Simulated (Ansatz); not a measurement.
# wB97X/6-31G(d) (spherical functions) run of CH3BFNO (SMILES NC1(F)BO1)

Aim: the energy change on altering one bond length of CH3BFNO at wB97X/6-31G* (spherical functions), from 2 runs. 

The calculation is run with Ansatz 0.2.0.

151 further runs of the same task are left out: 151 set aside as unsound or not needed.

### 1 The structure to begin with

CH3BFNO has 8 atoms, charge 0, and is taken as a singlet. As SMILES, `NC1(F)BO1`. Geometry: relaxed at PBE0-D4/def2-TZVP. This is one conformer, not always the lowest.

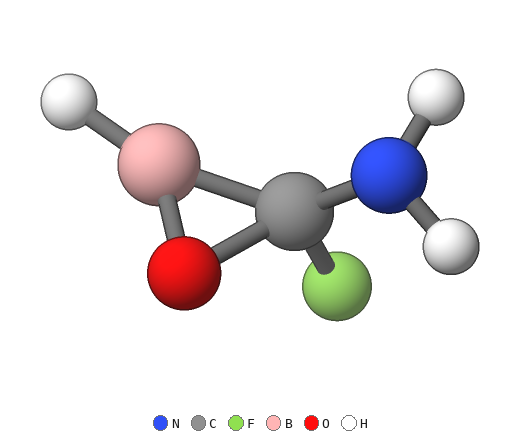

The structure, seen from a chosen angle (nitrogen blue, carbon grey, fluorine green, boron pink, oxygen red, hydrogen white).

### 2 A single-point energy at wB97X/6-31G(d) (spherical functions)

File run.yaml:

```yaml
crystal:
  periodic: [false, false, false]
  atoms:
    - {symbol: "N", position_ang: [-0.431000, 1.148400, 0.184600]}
    - {symbol: C, position_ang: [0.054100, -0.061200, -0.289600]}
    - {symbol: F, position_ang: [0.122100, -0.132700, -1.658300]}
    - {symbol: B, position_ang: [0.337600, -1.307200, 0.515100]}
    - {symbol: O, position_ang: [1.346900, -0.473000, 0.255300]}
    - {symbol: H, position_ang: [-1.439500, 1.170100, 0.211400]}
    - {symbol: H, position_ang: [-0.075300, 1.941600, -0.336200]}
    - {symbol: H, position_ang: [0.177200, -2.343100, 1.061900]}
basis:
  gaussian: {orbitals: 6-31G_st_-spherical.json}
output: {orbitals: {seedname: orbitals}}
total_charge: 0
hamiltonian: {xc: {name: wB97X}}
accuracy: high
```

The basis set 6-31G* is read from a file made from the Basis Set Exchange's data (not shown).

Command:

```console
$ ansatz run run.yaml --threads 1 --pin off --max-ram 3480MiB --events-out events.jsonl --progress --plain --runs-dir runs
```

The log of the run:

```text
Warning: RAYON_NUM_THREADS=1 ignored (pool sized by the plan → 1); use --threads N
Functional definition: wB97X
  name "wB97X"
  parameter omega = 0.3/bohr
  parameter cx = 0.157706
  parameter cx1 = 0.726479
  parameter cx2 = 1.04760
  parameter cx3 = -5.70635
  parameter cx4 = 13.2794
  parameter css1 = -4.33879
  parameter css2 = 18.2308
  parameter css3 = -31.7430
  parameter css4 = 17.2901
  parameter cos1 = 2.37031
  parameter cos2 = -11.3995
  parameter cos3 = 6.58405
  parameter cos4 = -3.78132
  exchange = spin_sum(e_x_unif_sr(omega)*poly(b97_u_x, 1 - cx, cx1, cx2, cx3, cx4)) + cx*exact_x_sr(omega)
      + exact_x_lr(omega)
  correlation = spin_sum(e_c_pw_same_spin*poly(b97_u_same, 1, css1, css2, css3, css4))
      + integral(e_c_pw_opposite_spin*poly(b97_u_opposite, 1, cos1, cos2, cos3, cos4))
1806 factors; integrals over basis functions are off by at most 3.0e-9 eV
305 factors; integrals over basis functions are off by at most 2.4e-9 eV
mean field evaluation 1: about -8008.5155 eV, gradient 5.0e1 eV
mean field evaluation 2: about -8008.2633 eV, gradient 5.5e1 eV
mean field evaluation 4: about -8013.2059 eV, gradient 2.4e0 eV
mean field evaluation 8: about -8013.3896 eV, gradient 1.3e-1 eV
mean field evaluation 16: about -8013.3896 eV, gradient 1.9e-4 eV
mean field -8013.38964462 eV, -294.4866377691 hartree, gradient 6.2e-8 eV, S^2 0.000000; 0 other end points of the search recorded, 0 dependent functions left out
reference -8013.38964276 eV, -294.4866377010 hartree; 19, 19 occupied and 57, 57 virtual orbitals, 1806 factors
Total energy: -8013.38964276 eV, -294.4866377010 hartree
```

Run time: 23 s. Hardware: 1 thread of Arm Neoverse V2, shared host; peak memory 0.41 GiB.

### 3 The distorted shape at the same level

File input.yaml:

```yaml
crystal:
  periodic: [false, false, false]
  atoms:
    - symbol: "N"
      position_ang: [-0.503778, 1.329872, 0.255742]
    - symbol: C
      position_ang: [0.054100, -0.061200, -0.289600]
    - symbol: F
      position_ang: [0.122100, -0.132700, -1.658300]
    - symbol: B
      position_ang: [0.337600, -1.307200, 0.515100]
    - symbol: O
      position_ang: [1.346900, -0.473000, 0.255300]
    - symbol: H
      position_ang: [-1.512278, 1.351572, 0.282542]
    - symbol: H
      position_ang: [-0.148078, 2.123072, -0.265058]
    - symbol: H
      position_ang: [0.177200, -2.343100, 1.061900]
basis:
  gaussian:
    orbitals: 6-31G_st_-spherical.json
hamiltonian:
  xc: {name: wB97X}
output:
  orbitals: {seedname: orbitals}
accuracy: high
```

The basis set 6-31G* is read from a file made from the Basis Set Exchange's data (not shown).

Command:

```console
$ ansatz run input.yaml --threads 1 --pin off --max-ram 3480MiB --events-out events.jsonl --progress --plain --runs-dir runs
```

The log of the run, shortened:

```text
Warning: RAYON_NUM_THREADS=1 ignored (pool sized by the plan → 1); use --threads N
[... 2 set-up lines as earlier in the session ...]
[...]
      + exact_x_lr(omega)
[...]
      + integral(e_c_pw_opposite_spin*poly(b97_u_opposite, 1, cos1, cos2, cos3, cos4))
1793 factors; integrals over basis functions are off by at most 3.2e-9 eV
310 factors; integrals over basis functions are off by at most 2.4e-9 eV
[...]
mean field -8012.80859997 eV, -294.4652847721 hartree, gradient 6.4e-8 eV, S^2 0.000000; 0 other end points of the search recorded, 0 dependent functions left out
reference -8012.80859808 eV, -294.4652847028 hartree; 19, 19 occupied and 57, 57 virtual orbitals, 1793 factors
Total energy: -8012.80859808 eV, -294.4652847028 hartree
```

It took 23 s on 1 thread of Arm Neoverse V2, shared host; peak memory 0.41 GiB.

### 4 What came out

Level: wB97X/6-31G* (spherical functions).

```
                                                         quantity          value
                                        first shape: total energy  -294.48664 Eh
                                         first shape: HOMO energy      -10.23 eV
                                         first shape: LUMO energy        2.22 eV
                                       first shape: HOMO–LUMO gap       12.44 eV
                                    distorted shape: total energy  -294.46528 Eh
                                     distorted shape: HOMO energy      -10.03 eV
                                     distorted shape: LUMO energy        2.02 eV
                                   distorted shape: HOMO–LUMO gap       12.05 eV
energy change with the N1–C2 bond stretched from 1.387 to 1.595 Å       0.581 eV
```

In words: With the N1–C2 bond stretched from 1.387 to 1.595 Å the energy rises by 0.58 eV (13.4 kcal/mol). The first shape isn't relaxed at this level, so the change isn't measured from a minimum.
